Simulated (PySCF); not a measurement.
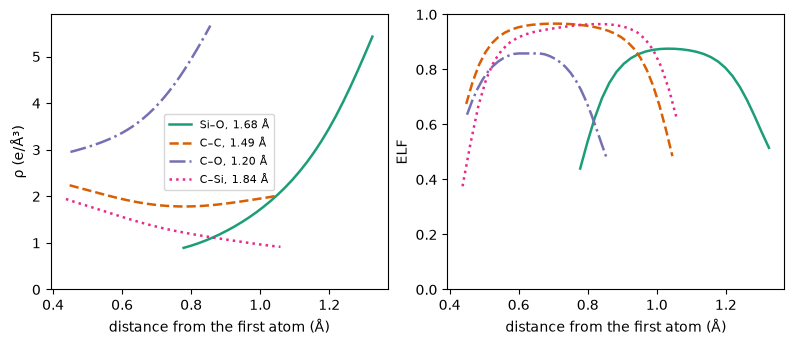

*C$_{8}$H$_{14}$O$_{6}$Si (SMILES CC[Si](OC(C)=O)(OC(C)=O)OC(C)=O). Electron density and ELF along straight lines between neighbouring atoms. The curves leave out the atomic cores.*

Geometry: PBE0-D3(BJ)/def2-SVP.

All numbers below come from PBE0/pcSseg-1, SCF density, gas phase, non-relativistic in PySCF 2.14.0.

```yaml
atoms:
  - { symbol: Si, position_ang: [0.0533, 0.0287, 0.3652] }
  - { symbol: C, position_ang: [-0.0358, -0.1796, 2.1922] }
  - { symbol: C, position_ang: [0.8523, -1.2964, 2.7364] }
  - { symbol: H, position_ang: [-1.0988, -0.3622, 2.4229] }
  - { symbol: H, position_ang: [0.2281, 0.7934, 2.6367] }
  - { symbol: H, position_ang: [0.7412, -1.3956, 3.8267] }
  - { symbol: H, position_ang: [0.5989, -2.2682, 2.2862] }
  - { symbol: H, position_ang: [1.9170, -1.1035, 2.5323] }
  - { symbol: O, position_ang: [1.6187, 0.2233, -0.2478] }
  - { symbol: C, position_ang: [2.3917, 1.2501, 0.1488] }
  - { symbol: C, position_ang: [3.6999, 1.2874, -0.5764] }
  - { symbol: O, position_ang: [2.0369, 2.0301, 0.9936] }
  - { symbol: H, position_ang: [4.3079, 2.1218, -0.2108] }
  - { symbol: H, position_ang: [3.5137, 1.3944, -1.6551] }
  - { symbol: H, position_ang: [4.2293, 0.3340, -0.4344] }
  - { symbol: O, position_ang: [-0.7930, 1.3547, -0.2407] }
  - { symbol: C, position_ang: [-2.1358, 1.3254, -0.2920] }
  - { symbol: C, position_ang: [-2.7002, 2.4504, -1.0954] }
  - { symbol: O, position_ang: [-2.7704, 0.4545, 0.2475] }
  - { symbol: H, position_ang: [-3.7900, 2.4811, -0.9900] }
  - { symbol: H, position_ang: [-2.4295, 2.2795, -2.1487] }
  - { symbol: H, position_ang: [-2.2464, 3.4030, -0.7894] }
  - { symbol: O, position_ang: [-0.4412, -1.4184, -0.3361] }
  - { symbol: C, position_ang: [-0.9239, -1.5809, -1.5841] }
  - { symbol: C, position_ang: [-1.4022, -2.9806, -1.8139] }
  - { symbol: O, position_ang: [-0.9667, -0.6891, -2.3871] }
  - { symbol: H, position_ang: [-1.7051, -3.1065, -2.8589] }
  - { symbol: H, position_ang: [-2.2569, -3.1751, -1.1485] }
  - { symbol: H, position_ang: [-0.6129, -3.6979, -1.5487] }
```

### What kind of bonding do the profiles show?

Si–O (1.68 Å): the density is about 1 e/Å³ at the midpoint; the ELF peaks at about 0.90 between the atoms (a shared but strongly polarised pair).
C–C (1.49 Å): ρ is about 1.8 e/Å³ halfway; the ELF peaks at about 0.95 between the atoms; localised, covalent bonding.
C–O (1.20 Å): the density is about 3.4 e/Å³ at the midpoint; the ELF peaks at about 0.85 between the atoms: a multiple bond.
C–Si (1.84 Å): the density is about 1.1 e/Å³ at the midpoint; the ELF peaks at about 0.95 between the atoms, as expected for a covalent bond.
